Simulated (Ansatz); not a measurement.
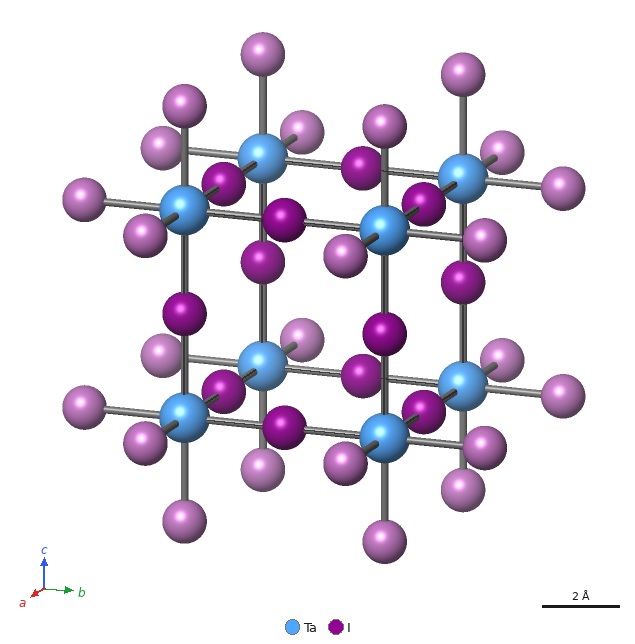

We look at a ball-and-stick model of the crystal slightly off an axis. The parallelepiped is the conventional unit cell. Neighbours across the faces are drawn wherever a bond reaches them, in fainter colours.

TaI3, ReO₃ type, space group Pm-3m (No. 221), a = 5.608 Å, b = 5.608 Å, c = 5.608 Å, α = 90.00°, β = 90.00°, γ = 90.00°. The model was built from a structure type filled with these elements by a generator (whether the compound takes this form wasn't checked). Earlier steps of the study, as a rule a relaxation of our own, may have changed the cell and positions, so they can lie some per cent off the listed ones. It went into a calculation with Ansatz.

This one geometry was computed with Ansatz (DFT, plane waves, PAW) at four levels of theory: PBE, r2SCAN, PBEsol and LDA.

Which level gives the highest pressure at this volume, and what does that say about its equilibrium volume?

Answer. Highest: PBE (0.0 GPa) and r2SCAN (0.1 GPa), which points to the largest equilibrium volume. Lowest, with the smallest volume: LDA (-3.0 GPa). Levels within 0.5 GPa of each other can't be told apart.

How does the band gap change with the level of theory?

Answer. All levels give a metal.

Collect the results in a table.

Answer.
| level | cutoff (eV) | k-mesh of the run's cell | gap (eV) | pressure (GPa) | absolute moment (μB/atom) |
| --- | --- | --- | --- | --- | --- |
| PBE | 420 | 6×6×3 | metal | 0.0 | 0.36 |
| r2SCAN | 500 | 6×6×3 | metal | 0.1 | 0.47 |
| PBEsol | 420 | 6×6×3 | metal | -1.8 | 0.33 |
| LDA | 420 | 6×6×3 | metal | -3.0 | 0.25 |

Gaps are taken on the k-mesh or band path of each run.
